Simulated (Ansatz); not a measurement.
One crystal and one scan (energy against volume) at two levels, PBE (plane waves to 420 eV, PAW, scalar-relativistic; Ansatz, an electronic-structure program) and r2SCAN (plane waves to 500 eV, PAW, scalar-relativistic; Ansatz), each from its own relaxed cell and on its own mesh. The cell shown is that of PBE.

Yb (fcc, Cu type)

```
CELL_PARAMETERS angstrom
      0.00000     2.61133     2.61133
      2.61133     0.00000     2.61133
      2.61133     2.61133     0.00000
ATOMIC_POSITIONS crystal
  Yb 0.00000 0.00000 0.00000
```

E(V) scan at fixed shape, V₀ the volume above. Symmetry pins the atoms to their sites.

The energy includes the smearing's −TS. The PAW data are Ansatz's earlier set. Yb is run without spin polarisation. Yb was relaxed with its symmetry unable to fall. The filling of the f shell was not checked against other fillings, so treat energies with care. Percentages come from the unrounded values. Both scans cover V/V₀ from 0.900 to 1.100.

```
quantity                                                   PBE  r2SCAN     PBE − r2SCAN
-------------------------------------------------------  -----  ------  ---------------
Lattice constant a (Å)                                   5.223   5.198  +0.025 (+0.5 %)
Pressure at the smallest volume (GPa)                      2.4     2.5      -0.1 (-6 %)
Energy cost of the largest compression (meV/atom)           25      26        -1 (-5 %)
Energy cost of the largest expansion (meV/atom)             18      19               -1
Bulk modulus B₀ (third-order Birch-Murnaghan fit) (GPa)   19.1    20.3      -1.2 (-6 %)
Pressure derivative B₀′ (fit)                              3.3     3.3              0.0
Pressure for 5 % compression (fit) (GPa)                   1.1     1.1              0.0
```

PBE gives the higher value for: lattice constant a. PBE gives the lower value for: bulk modulus B₀. They agree on: pressure derivative B₀′ (within 1.5 %).

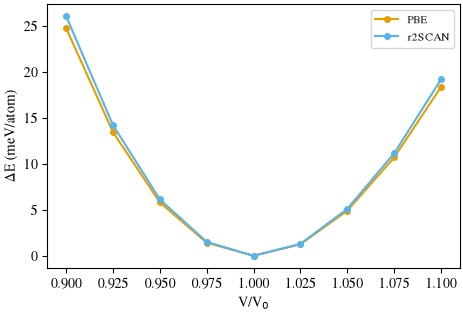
Figure. ΔE, each from the relaxed starting cell of its own level.

(A scan under strain: stresses follow from slopes of the energy per volume, elastic moduli from its curvatures.)
